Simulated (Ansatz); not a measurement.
# LiCl (Fm-3m): how G0W0 depends on its starting point

Aim: G0W0 for LiCl (Fm-3m) on several starting functionals, at one mesh, band count and screening cutoff.

Method: G0W0 on several functionals, plane waves, PAW, in Ansatz 0.2.0.

In doubt: masses and optical values from hybrid runs of this build are listed as unsure (steps 3, 4), which bears on the screening that GW takes from such a start.

## 1. Starting point

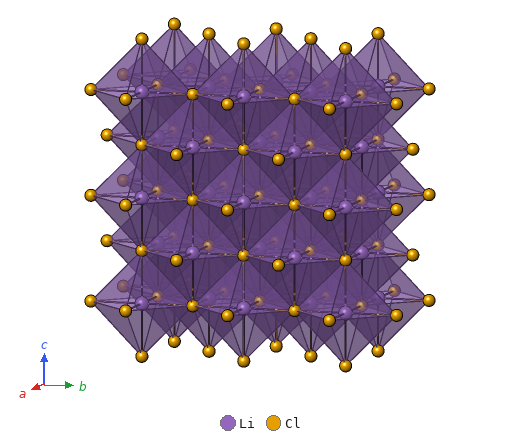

The cell as given, slightly off an axis (lithium purple, chlorine orange). 1×2×2 cells are drawn. This picture shows the conventional cell, with its axes. Some periodic images of atoms are drawn too.

The cell and positions come from the Crystallography Open Database and are kept as given unless a step says otherwise.

## 2. G0W0 on PBE

G0W0 replaces the xc potential by the self-energy, built once from these orbitals. Only a window of levels is corrected, while the sums run over the empty bands that the input names. This step takes PAW set soft_1 files.

This step: G0W0 on PBE, plane waves, PAW; PAW set soft_1.

The input, input.yaml:

```yaml
crystal:
  lattice:
    - [0.0, 2.5715, 2.5715]
    - [2.5715, 0.0, 2.5715]
    - [2.5715, 2.5715, 0.0]
  atoms:
    - { symbol: Li, position: [0.0, 0.0, 0.0] }
    - { symbol: Cl, position: [0.5, 0.5, 0.5] }
kpoints:
  mp_grid: { grid: [6, 6, 6] }
hamiltonian:
  xc: pbe
  pseudopotentials: { kind: paw, azcp: { folder: soft_1 } }
scf:
  occupations: { method: fixed }
gw:
  n_empty_bands: 101
  ecut_chi: 120
  qp_bands: [v2, c2]
  qp_kpoints: band_edges
  screening: { model: contour_deformation }
```

The run is started by

```bash
> ansatz run input.yaml --threads 24 --pin off --max-ram 82944MiB --backend cuda --events-out ev --progress --plain --runs-dir out --devices 1 --max-vram 78GiB
```

Numbers of over 12 decimals in the logs are rounded to 6 here.

Output:

```text
GPUs: using 1 of 1 available (devices: 1).
Engine: ansatz 0.2.0, aarch64-unknown-linux-gnu
Pseudopotentials: kind: paw
Pseudopotential: Li, paw, valence charge 3, recommended cutoff 420 eV (normal), soft_1/Li.paw.azcp
Pseudopotential: Cl, paw, valence charge 7, recommended cutoff 420 eV (normal), soft_1/Cl.paw.azcp
Functional definition: PBE
  parameter kappa = 0.804
  parameter beta = 0.066725
  exchange = pbe_x(kappa = kappa, mu = beta*pi^2/3)
  correlation = pbe_c(beta = beta)
device memory: the entry about to start is reckoned to put 0.4 GiB on a device that reports 177.4 GiB free (of which the cap on the GPU budget leaves the run 78.0 GiB)
GPU FFT provider: cuFFT
GPU libraries: cuBLAS 13.8.1, cuFFT 12.4.0, cuSOLVER 12.3.2
GPU matrix products: emulated (plane waves: as basis.precision tells), large ones in fixed point in workspaces of 1.00 GiB
Crystal: 2 atoms, lattice volume = 34.009 Å³
Basis set: ecut = 420 eV, 645 PW (Γ)
Bands: 9, of which v1, the nominal top of the filled ones, is band 5 counted from 1 (4 counted from 0)
Symmetry: 48 space group operations
Space group: Fm-3m (ITA 225), of the structure as read, at distance tolerance 3.2e-5 Å
k-points: 16 of 216
Non-local potential: Li, projectors of the file, l = 0: 3, l = 1: 2, l = 2: 1
Non-local potential: Cl, projectors of the file, l = 0: 2, l = 1: 2, l = 2: 1
PAW form: soft (Blöchl's): semilocal exchange-correlation on the pseudo side does not see the compensation charge
PAW one-centre angular grid: Li, 110 points (default); XC on 96 Gauss nodes
PAW one-centre angular grid: Cl, 110 points (default); XC on 64 Gauss nodes
Initial density: superposition of atomic densities (chi_scale 0.1, normalization cell, long waves kept (reshape's long-wave potential 0.00 eV rms))
Initial wavefunctions: pseudopotential atomic-orbital guess
GPU buffer pool allocated for 15625 grid points (all kernels)
GPU transforms: local potential and band sums: pruned to the plane-wave sphere, on 25×25×25
Functional: x = pbe(κ = 0.804, μ = 0.219515), c = pbe(β = 0.066725)
SCF iter   1: F=—  HF=-1287.810735 eV  |F-HF|=—  |Δ(HF+E_count)|=         —  Δρ=2.86e-2  dr2=1.93e-1  ethr=3.10e-3  ⟨swp⟩=4.6  Hψ=977  notcnv=0  defer=24
preconditioner: auto → none  [insulator: Δε(μ)=5.859 eV  Ē_g=13.746 eV  n_scr=8 (ndim 8)  ℏωp=18.0 eV  f_vac=0.000  ε∞_Penn≈2.7]
SCF iter   2: F=—  HF=-1287.825886 eV  |F-HF|=—  |Δ(HF+E_count)|=   1.52e-2  Δρ=1.36e-2  dr2=4.18e-2  ethr=1.93e-3  ⟨swp⟩=2.2  Hψ=313  notcnv=0  defer=27
SCF iter   3: F=—  HF=-1287.835279 eV  |F-HF|=—  |Δ(HF+E_count)|=   9.39e-3  Δρ=2.75e-3  dr2=2.28e-3  ethr=4.18e-4  ⟨swp⟩=2.1  Hψ=231  notcnv=0  defer=28
SCF iter   4: F=—  HF=-1287.834962 eV  |F-HF|=—  |Δ(HF+E_count)|=   3.17e-4  Δρ=4.65e-4  dr2=4.85e-5  ethr=2.28e-5  ⟨swp⟩=2.8  Hψ=238  notcnv=0  defer=30
SCF iter   5: F=—  HF=-1287.835038 eV  |F-HF|=—  |Δ(HF+E_count)|=   7.57e-5  Δρ=8.04e-5  dr2=2.74e-6  ethr=4.85e-7  ⟨swp⟩=2.5  Hψ=253  notcnv=0  defer=28
SCF iter   6: F=-1287.835037 eV  HF=-1287.835037 eV  |F-HF|=3.50e-9  |Δ(HF+E_count)|=   1.00e-6  Δρ=6.66e-6  dr2=1.11e-8  ethr=1.00e-9  ⟨swp⟩=4.6  Hψ=827  notcnv=0
SCF 1 converged in 6 iterations: F = -1287.835037 eV  dr2 = 1.11e-8
  greatest PAW one-centre occupation: 1.000 electrons in one spin orbital (limit 2), on the Li atom at site 0 (counted from 0), in its partial waves of l = 0
device memory: the entry about to start is reckoned to put 0.5 GiB on a device that reports 176.9 GiB free (of which the cap on the GPU budget leaves the run 78.0 GiB)
NSCF: frozen V_eff on 16 k-points, pencils in batches of 32, up to order 36
the band table was solved once the SCF had ended and its energy, with any forces and stress, was formed, with the checks that follow a solve (1133 applications of the Hamiltonian). They found nothing against the state; the energy, forces and stress were not computed again (output.eigenvalues in the input reference)
device memory: the entry about to start is reckoned to put 8.1 GiB on a device that reports 181.8 GiB free (of which the cap on the GPU budget leaves the run 78.0 GiB)
NSCF: frozen V_eff on 16 k-points
G₀W₀ screening: q 1/16
[... further progress lines ...]
device memory: the entry about to start is reckoned to put 0.3 GiB on a device that reports 173.5 GiB free (of which the cap on the GPU budget leaves the run 78.0 GiB)
NSCF: frozen V_eff on 1 k-points
device memory: the entry about to start is reckoned to put 0.3 GiB on a device that reports 173.5 GiB free (of which the cap on the GPU budget leaves the run 78.0 GiB)
NSCF: frozen V_eff on 1 k-points
SCF converged after 6 iterations
Free energy (F): -1287.835037 eV
Harris-Foulkes:  -1287.835037 eV  (|F-HF|=3.50e-9)
Internal energy: -1287.835037 eV  (E = F + TS)
E sigma→0 (E₀):  -1287.835037 eV
Fermi energy:    1.618253 eV
--- Per-component energies (eV) ---
  E_band       = -104.011418
  E_kinetic    = 169.916324
  E_local      = -328.897922  (includes V_loc(G=0)·N_el)
  E_nonlocal   = 11.492121
  E_hartree    = 96.618056
  E_xc         = -117.311627
  E_vxc        = -129.220275  (∫ρ·V_xc dr)
  E_paw        = -683.308123  (= ΣΔE_a)
  E_vpaw       = -20.539386  (= ΣTr[D̂ρ^β])
  E_aug_tail   = 0.000363  (compensation charges beyond the density's cutoff)
  E_ewald      = -436.344230
  E_smearing   = -0.000000  (= −TS)
  E_closure    = 0.000000  (closes the sum)
  Σ components = -1287.835037   (vs F -1287.835037, Δ=0.00e0)
--- Band table (eV; the first three rows and the last of 16) ---
  k-point 0: bands = ["-41.9037", "-11.7518", "1.6183", "1.6183", "1.6183", "7.9053", "13.4050", "13.4050", "13.4050"]
  k-point 1: bands = ["-41.9030", "-11.6236", "0.7677", "1.5501", "1.5501", "8.5953", "12.4373", "13.0087", "13.0087"]
  k-point 2: bands = ["-41.9017", "-11.3455", "-0.5789", "1.4244", "1.4244", "8.6527", "11.5823", "11.5823", "13.2467"]
  k-point 15: bands = ["-41.9002", "-10.9604", "-0.8754", "-0.0107", "0.5619", "10.2794", "10.9610", "12.8709", "12.9691"]
--- G₀W₀: contour deformation, 5 samples at zero and on the imaginary axis and 2 off it, 216 q-points, 101 empty bands' worth ---
  eigenvalues of the whole cell's RPA ε∞ on this k-mesh (on a slab, of 1 + 4πα/V) = 2.7509, 2.7509, 2.7509; static W/v taken at q = 0 is 0.363515
  bands read: the sum over 106 bands ends inside a degenerate multiplet in 1 slot, whose members it reads at an even weight; the widest, k=2: bands 106 to 107 (counted from 1) at 1/2 each
  gw.qp_kpoints: band_edges: 12 of 16 stored k-points solved, in 1 pass; an edge of the gap read off the rows below is read off those points alone
    valence top: of the k-points left out ik 5 came nearest to being solved in a further pass, in band 4 (counted from 1, as in the quasiparticle table): it holds the edge there only if its correction is more favourable than any solved in that band by at least 0.531 eV; those differ by 0.224 eV
    conduction bottom: of the k-points left out ik 11 came nearest to being solved in a further pass, in band 6 (counted from 1, as in the quasiparticle table): it holds the edge there only if its correction is more favourable than any solved in that band by at least 1.808 eV; those differ by 0.264 eV
    ik  band        ε_KS         Σx   Σc(E_QP)       V_xc       Z   E_QP_lin       E_QP  E_QP is
     0     4      1.6183   -21.2758     2.5147   -17.1004  0.8008    -0.0679    -0.0424  root
     0     5      1.6183   -21.2758     2.5147   -17.1004  0.8008    -0.0679    -0.0424  root
     0     6      7.9053    -6.2149    -3.6249   -10.6043  0.8456     8.6738     8.6698  root
     0     7     13.4050    -4.5248    -4.0463    -9.7905  0.8334    14.6391    14.6244  root
     1     4      1.5501   -21.2283     2.5299   -17.0257  0.8006    -0.1485    -0.1224  root
     1     5      1.5501   -21.2283     2.5299   -17.0257  0.8006    -0.1485    -0.1224  root
     1     6      8.5953    -6.2434    -3.6854   -10.7603  0.8424     9.4317     9.4267  root
     1     7     12.4373    -4.7369    -3.9995    -9.8247  0.8328    13.5370    13.5257  root
     2     4      1.4244   -21.1615     2.5606   -16.9064  0.8000    -0.2973    -0.2701  root
     2     5      1.4244   -21.1615     2.5606   -16.9064  0.8000    -0.2973    -0.2701  root
     2     6      8.6527    -4.8774    -3.6005    -9.3258  0.8479     9.5057     9.5006  root
     2     7     11.5823    -3.9795    -3.9220    -9.1030  0.8404    12.7963    12.7838  root
     3     4      1.3663   -21.1398     2.5755   -16.8596  0.7997    -0.3661    -0.3383  root
     3     5      1.3663   -21.1398     2.5755   -16.8596  0.7997    -0.3661    -0.3383  root
     3     6      8.3552    -4.5752    -3.5253    -8.9339  0.8504     9.1933     9.1886  root
     3     7     11.0510    -3.9588    -3.8370    -8.9813  0.8434    12.2480    12.2365  root
     4     4      1.3173   -20.9420     2.5739   -16.6606  0.7998    -0.4181    -0.3900  root
     4     5      1.3173   -20.9420     2.5739   -16.6606  0.7998    -0.4181    -0.3900  root
     4     6      9.0953    -6.8184    -3.7532   -11.4481  0.8378     9.9778     9.9719  root
     4     7     11.9892    -4.0382    -3.8285    -8.8784  0.8408    13.0096    13.0008  root
     6     4      0.7392   -20.2645     2.6605   -15.8237  0.7980    -1.0737    -1.0409  root
     6     5      1.1310   -20.8385     2.6166   -16.4850  0.7990    -0.6356    -0.6058  root
     6     6      9.3234    -5.0520    -3.6348    -9.6038  0.8449    10.2466    10.2405  root
     6     7     10.9062    -4.5855    -3.8358    -9.5694  0.8406    12.0652    12.0543  root
[...]
12     4      0.5330   -20.2753     2.7519   -15.7034  0.7961    -1.3225    -1.2870  root
    12     5      0.5330   -20.2753     2.7519   -15.7034  0.7961    -1.3225    -1.2870  root
    12     6      9.4324    -5.1182    -3.6406    -9.7537  0.8452    10.4347    10.4273  root
    12     7      9.8711    -3.9670    -3.5029    -8.3268  0.8502    10.7331    10.7279  root
    14     4     -0.0878   -19.5250     2.8523   -14.7882  0.7935    -2.0135    -1.9723  root
    14     5      0.8447   -20.5250     2.6679   -16.0801  0.7980    -0.9645    -0.9322  root
    14     6     10.4843    -4.9332    -3.8202    -9.7713  0.8396    11.5106    11.5021  root
    14     7     10.8893    -5.2215    -3.8318   -10.1802  0.8380    12.0268    12.0162  root
```

The job ended after 2.6 s (1 × NVIDIA GB200 (shared by 2 runs) with 24 threads of Arm Neoverse V2, shared host; peak memory 1.1 GiB; 9.5 s of CPU time).

This step gave:

```yaml
bands_summed: 106
rpa_eps_infinity_on_this_mesh_eigenvalues: 2.751, 2.751, 2.751
plane_waves_in_the_screening_matrix: 113
q_points_in_the_mesh: 216
g0w0_gap_on_the_mesh: 8.712 eV
k_of_the_valence_top: 0, 0, 0
k_of_the_conduction_bottom: 0, 0, 0
starting_gap_on_the_mesh: 6.287 eV
z_at_the_valence_top: 0.8008
z_at_the_conduction_bottom: 0.8456
least_direct_g0w0_gap_on_the_computed_points: 8.712 eV
```

The gap on the mesh goes from 6.29 eV to 8.71 eV, a correction of +2.43 eV. Between the two edge states, bare exchange in place of the xc potential would open the gap by 8.56 eV, and correlation takes back 6.14 eV.

## 3. G0W0 on HSE06

One-shot GW remembers its start. Another functional's orbitals and levels show by how much.

This step: G0W0 on HSE06, plane waves, PAW; PAW set soft_1.

Edit input.yaml of step 2 so:

```diff
@@ -11,3 +11,3 @@
 hamiltonian:
-  xc: pbe
+  xc: hse06
   pseudopotentials: { kind: paw, azcp: { folder: soft_1 } }
```

Output:

```text
GPUs: using 1 of 1 available (devices: 1).
[...]
davidson cushion auto → on  (no smearing: the cushion is to keep the highest requested band from converging to the state above it; pin scf.eigensolver.cushion to override)
[...]
Crystal: 2 atoms, lattice volume = 34.009 Å³
Basis set: ecut = 420 eV, 645 PW (Γ)
Bands: 9, of which v1, the nominal top of the filled ones, is band 5 counted from 1 (4 counted from 0)
Symmetry: 48 space group operations
[...]
k-points: 16 of 216
[...]
SCF iter   1: F=—  HF=-1287.807756 eV  |F-HF|=—  |Δ(HF+E_count)|=         —  Δρ=2.86e-2  dr2=1.95e-1  ethr=1.00e-1  ⟨swp⟩=5.8  Hψ=564  notcnv=0
[...]
SCF iter   2: F=—  HF=-1287.824300 eV  |F-HF|=—  |Δ(HF+E_count)|=   1.65e-2  Δρ=1.36e-2  dr2=4.24e-2  ethr=1.95e-3  ⟨swp⟩=3.7  Hψ=428  notcnv=0
[...]
SCF iter   3: F=-1287.832640 eV  HF=-1287.834007 eV  |F-HF|=1.37e-3  |Δ(HF+E_count)|=   9.71e-3  Δρ=2.95e-3  dr2=2.62e-3  ethr=2.60e-5  ⟨swp⟩=2.2  Hψ=781  notcnv=0
SCF 1 stopped early in 3 iterations: F = -1287.832640 eV  dr2 = 2.62e-3
[...]
Exchange kernel: α = 0.2500, screened, ω = 0.2079 Å⁻¹, Wigner–Seitz truncation, v(0) = 1045.8599 eV·Å³, q-mesh 6×6×6, nearest image of the exchange supercell L = 21.82 Å, pair-density grid 15×15×15, without the augmentation charges, whose exchange is taken in its separable form by FFT convolution over the k-point mesh (sized by the pseudopotential files, 20×20×20 at the most), smooth part of the exact exchange by density-matrix convolution in up to 1.65 GiB of GPU memory as planned if the GPU has room (build and FFT work areas not counted)
Frozen-core exchange: fock
SCF iter   1: F=—  HF=-1288.688618 eV  |F-HF|=—  |Δ(HF+E_count)|=         —  Δρ=5.15e-3  dr2=5.45e-3  ethr=2.62e-4  ⟨swp⟩=4.0  Hψ=553  notcnv=0
[...]
SCF iter   2: F=—  HF=-1288.688098 eV  |F-HF|=—  |Δ(HF+E_count)|=   5.20e-4  Δρ=1.71e-3  dr2=8.03e-4  ethr=4.96e-5  ⟨swp⟩=3.1  Hψ=409  notcnv=0
[...]
SCF iter   5: F=-1288.689452 eV  HF=-1288.689452 eV  |F-HF|=2.55e-7  |Δ(HF+E_count)|=   1.25e-5  Δρ=3.43e-5  dr2=8.16e-7  ethr=5.03e-8  ⟨swp⟩=3.2  Hψ=448  notcnv=0
SCF 2 stopped early in 5 iterations: F = -1288.689452 eV  dr2 = 8.16e-7
hybrid outer 1: dexx = +1.580e-3 eV, tail = 3.87e-6 eV
[...]
SCF 3 converged in 2 iterations: F = -1288.689472 eV  dr2 = 4.23e-9
hybrid outer 2: dexx = +1.779e-8 eV, tail = 9.15e-9 eV, Δε = 1.73e-3 eV (about 1.23e-4 eV left of the loop's levels)
[...]
0     4      0.6598   -21.2759     2.1772   -18.0353  0.8267    -0.4112    -0.4037  root
     0     5      0.6598   -21.2759     2.1772   -18.0353  0.8267    -0.4112    -0.4037  root
     0     6      8.3366    -6.0391    -3.4291   -10.0640  0.8651     8.9343     8.9324  root
     0     7     14.0201    -4.3935    -3.7109    -9.0028  0.8565    14.9241    14.9185  root
     1     4      0.5850   -21.2277     2.1893   -17.9666  0.8265    -0.4945    -0.4867  root
     1     5      0.5850   -21.2277     2.1893   -17.9666  0.8265    -0.4945    -0.4867  root
     1     6      9.0514    -6.0301    -3.4770   -10.1478  0.8625     9.6944     9.6921  root
     1     7     13.0054    -4.5740    -3.6919    -9.0684  0.8554    13.8123    13.8078  root
[...]
14     4     -1.1650   -19.6274     2.4425   -15.9651  0.8206    -2.3969    -2.3848  root
    14     5     -0.1732   -20.5634     2.2984   -17.1197  0.8242    -1.3280    -1.3184  root
    14     6     11.0023    -4.7826    -3.5571    -9.1086  0.8606    11.7748    11.7712  root
    14     7     11.4332    -5.0361    -3.5506    -9.4434  0.8596    12.2945    12.2899  root
```

Wall time 6.4 s (1 × NVIDIA GB200 (shared by 2 runs) with 24 threads); peak memory 1.3 GiB; 26 s of CPU time.

Numbers from this step:

```
bands summed                                 : 106
RPA ε∞ on this mesh (eigenvalues)            : 2.471, 2.471, 2.471
plane waves in the screening matrix          : 113
q-points in the mesh                         : 216
G0W0 gap on the mesh                         : 9.336 eV
k of the valence top                         : 0, 0, 0
k of the conduction bottom                   : 0, 0, 0
starting gap on the mesh                     : 7.677 eV
Z at the valence top                         : 0.8267
Z at the conduction bottom                   : 0.8651
least direct G0W0 gap on the computed points : 9.336 eV
```

Against the run with 6×6×6 mesh, 101 empty bands, screening to 120 eV, PAW set soft_1 files on PBE, the gap moves by +0.62 eV, while the start moved by +1.39 eV.

## 4. G0W0 on PBE0

This step: G0W0 on PBE0, plane waves, PAW; PAW set soft_1.

Edit input.yaml of step 3 so:

```diff
@@ -11,3 +11,3 @@
 hamiltonian:
-  xc: hse06
+  xc: pbe0
   pseudopotentials: { kind: paw, azcp: { folder: soft_1 } }
```

Output:

```text
GPUs: using 1 of 1 available (devices: 1).
[...]
Crystal: 2 atoms, lattice volume = 34.009 Å³
Basis set: ecut = 420 eV, 645 PW (Γ)
Bands: 9, of which v1, the nominal top of the filled ones, is band 5 counted from 1 (4 counted from 0)
Symmetry: 48 space group operations
[...]
k-points: 16 of 216
[...]
1     5      0.1855   -21.2284     2.0759   -18.3632  0.8354    -0.6074    -0.6037  root
     1     6      9.3798    -6.0327    -3.3809    -9.8191  0.8696     9.7861     9.7852  root
     1     7     13.3612    -4.5633    -3.5795    -8.6965  0.8634    13.9167    13.9149  root
[...]
12     4     -0.9233   -20.3100     2.2368   -17.1836  0.8321    -1.8182    -1.8130  root
    12     5     -0.9233   -20.3100     2.2368   -17.1836  0.8321    -1.8182    -1.8130  root
    12     6     10.2568    -4.9686    -3.2973    -8.7877  0.8727    10.7799    10.7786  root
    12     7     10.6045    -3.8364    -3.1869    -7.4597  0.8766    11.0418    11.0409  root
```

The job ended after 6.6 s (1 × NVIDIA GB200 (shared by 2 runs) with 24 threads; peak memory 1.3 GiB; 26 s of CPU time).

Numbers from this step:

| Property | Result |
| --- | --- |
| bands summed | 106 |
| RPA ε∞ on this mesh (eigenvalues) | 2.392, 2.392, 2.392 |
| plane waves in the screening matrix | 113 |
| G0W0 gap on the mesh | 9.542 eV |
| k of the valence top | 0, 0, 0 |
| k of the conduction bottom | 0, 0, 0 |
| starting gap on the mesh | 8.395 eV |
| least direct G0W0 gap on the computed points | 9.542 eV |

Against the run with 6×6×6 mesh, 101 empty bands, screening to 120 eV, PAW set soft_1 files on HSE06, the gap moves by +0.21 eV, while the start moved by +0.72 eV.

## 5. The starts together

All on the 6×6×6 mesh with 101 empty bands and screening to 120 eV. Times are wall times on 1 × NVIDIA GB200 (shared by 2 runs) with 24 threads of Arm Neoverse V2, shared host, good to a factor of about two.

```csv
start,starting gap (eV),shift (eV),G0W0 gap (eV),RPA ε∞ (harmonic mean),"Z (valence, conduction)",time
PBE,6.29,+2.43,8.71,2.75,"0.80, 0.85",2.6 s
HSE06,7.68,+1.66,9.34,2.47,"0.83, 0.87",6.4 s
PBE0,8.39,+1.15,9.54,2.39,"0.84, 0.87",6.6 s
```

The parts of the quasiparticle energy at the two band edges (eV; QP = start + Σx + Σc − Vxc):

```csv
run,edge,start,Σx,Σc,Vxc,Z,QP
PBE,valence top,1.62,-21.28,2.51,-17.10,0.80,-0.04
PBE,conduction bottom,7.91,-6.21,-3.62,-10.60,0.85,8.67
HSE06,valence top,0.66,-21.28,2.18,-18.04,0.83,-0.40
HSE06,conduction bottom,8.34,-6.04,-3.43,-10.06,0.87,8.93
PBE0,valence top,0.26,-21.28,2.06,-18.43,0.84,-0.52
PBE0,conduction bottom,8.66,-6.05,-3.34,-9.75,0.87,9.02
```

For a hybrid start, Vxc holds its share of exact exchange.

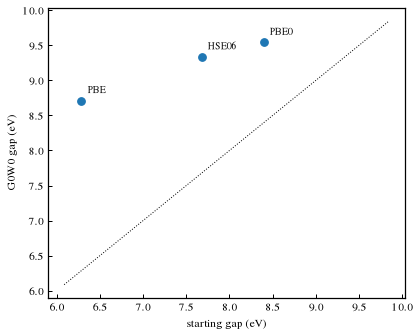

G0W0 gap against starting gap; on the dotted line the correction would vanish.

## 6. Outcome

| Item | Value |
| --- | --- |
| G0W0@PBE | 8.71 eV (start 6.29 eV) |
| G0W0@HSE06 | 9.34 eV (start 7.68 eV) |
| G0W0@PBE0 | 9.54 eV (start 8.39 eV) |
| known limits | not at the basis limit |

In words: The starting gaps span 2.11 eV and the G0W0 gaps 0.83 eV. Between PBE and PBE0, 0.83 eV of the 2.11 eV survives, 39 %. PBE0 screens less than PBE (ε∞ 2.39 against 2.75). Of the 0.83 eV by which its G0W0 gap is higher, the correlation part gives +0.74 eV, and exchange with the one-particle terms, which follow the orbitals, +0.09 eV. The smallest correction, +1.15 eV, is on PBE0, the start nearest to reproducing itself. Bands and cutoff are finite, so the gap is not at the basis limit. The miss can reach some tenths of an eV and take either sign; the mesh is an error of its own.

[Paths, hosts, dates, memory and timing lines, banners, echoed tables and standing remarks are left out of the program output.]

[Logs are printed without paths, hosts, clocks, repeated set-up lines and the standing remarks that a program may print on its own settings, such as how far it seeks lower states.]

[Runs of the session that timed out or met a known fault of the program may be left out.]

[Cells called generated may have been cut or substituted from an entry of the Crystallography Open Database or the Materials Project.]

[No measured gap is set beside runs whose start may be inverted or whose files or cutoffs have a known fault.]

[Hosts, paths, dates, database ids (printed as entryN), source tags and the programs' standing remarks are cut or masked in the printed files.]
